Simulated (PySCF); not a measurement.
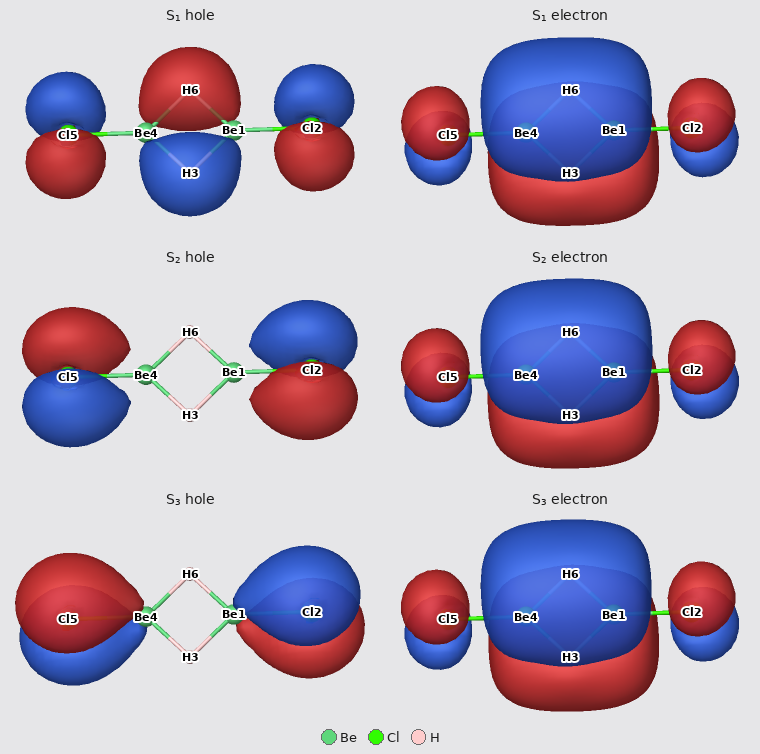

*(ClBe-mu-H)2 (Be₂Cl₂H₂). Leading natural transition orbitals (TDA singlet states).*

PySCF calculation, CAM-B3LYP/def2-SVP, gas phase; geometry: GFN2-xTB. This is a single-reference result, which may miss multireference character in this system. No frequency check shows the geometry to be a minimum. GFN2-xTB bond lengths at metals and heavier atoms can be off by up to 0.1 Å and shapes distorted, which carries into these values. Without diffuse functions Rydberg states are missing, so the states' numbers hold for this basis only.

The calculation's input:

```python
import numpy as np
from pyscf import gto, scf, dft, tdscf
from pyscf.scf import atom_ks, atom_hf
from scipy.linalg import block_diag

def solve(mol, dm0=None, hcore=None):
    mf = (dft.UKS if mol.spin else dft.RKS)(mol, xc='camb3lyp')
    mf.grids.level = 3
    mf = mf.density_fit(auxbasis='def2-universal-jkfit')
    mf.conv_tol, mf.max_cycle = 1e-8, 80
    if hcore is not None:
        mf.get_hcore = lambda *args: hcore
    mf.kernel(dm0)
    if not mf.converged:
        mf = mf.newton().run(mf.mo_coeff, mf.mo_occ, max_cycle=30)
    assert mf.converged, 'SCF not converged'
    return mf

mol = gto.M(atom='''
Be    -1.00911     0.00658     0.00000
Cl    -2.79592    -0.00062     0.00000
H     -0.00262     1.08072     0.00000
Be     1.00911    -0.00658     0.00000
Cl     2.79592     0.00062     0.00000
H      0.00262    -1.08072     0.00000
''', basis='def2-svp', charge=0, spin=0, verbose=4)
mf = solve(mol)
td = mf.TDA()
td.nstates, td.singlet, td.conv_tol = 6, True, 1e-5
td.kernel()
td.analyze()
x, y = np.array([p[0] for p in td.xy]), np.array([p[1] + 0 * p[0] for p in td.xy])
f, mu = td.oscillator_strength(), td.transition_dipole()
nto = [td.get_nto(state=i + 1, verbose=4) for i in range(len(td.e))]
# spherically averaged free atoms, for the promolecule
atm = atom_ks.get_atm_nrks(mol, xc='camb3lyp')
pro = block_diag(*[(atm[a[0]][2] * atm[a[0]][3]) @ atm[a[0]][2].T for a in mol._atom])
np.savez('result.npz', e=td.e, f=f, ok=td.converged, w=[n[0] for n in nto], nto=[n[1] for n in nto], x=x, y=y, c=mf.mo_coeff, occ=mf.mo_occ, eps=mf.mo_energy, pro=pro, mu=mu)
```

Command:

```sh
OMP_NUM_THREADS=1 python input.py
```

The run took 2.1 min on 1 thread of Intel(R) Xeon(R) Processor @ 2.50GHz (Skylake/Cascade Lake), with other jobs on the host, peak memory 0.41 GiB.

> Give the energy and character of each state.

By state:
- S₁: 5.21 eV (238 nm), f = 0.000 (dark), ligand-to-metal charge transfer; the leading pair carries 98 %; hole on Cl2 and Cl5 (26 % each), H3 and H6 (14 % each) and Be1 and Be4 (9 % each), electron on Be1 and Be4 (35 % each), Cl2 and Cl5 (8 % each) and H3 and H6 (7 % each); their centroids lie 0.0 Å apart.
- S₂: 6.28 eV (197 nm), f = 0.000 (dark), ligand-to-metal charge transfer; the leading pair carries 94 %; hole on Cl2 and Cl5 (45 % each), electron on Be1 and Be4 (34 % each), Cl2 and Cl5 (9 % each) and H3 and H6 (7 % each); their centroids lie 0.0 Å apart.
- S₃: 6.84 eV (181 nm), f = 0.146 (bright), ligand-to-metal charge transfer; the leading pair carries 92 %; hole on Cl2 and Cl5 (45 % each) and Be1 and Be4 (5 % each), electron on Be1 and Be4 (34 % each), Cl2 and Cl5 (9 % each) and H3 and H6 (7 % each); their centroids lie 0.0 Å apart.
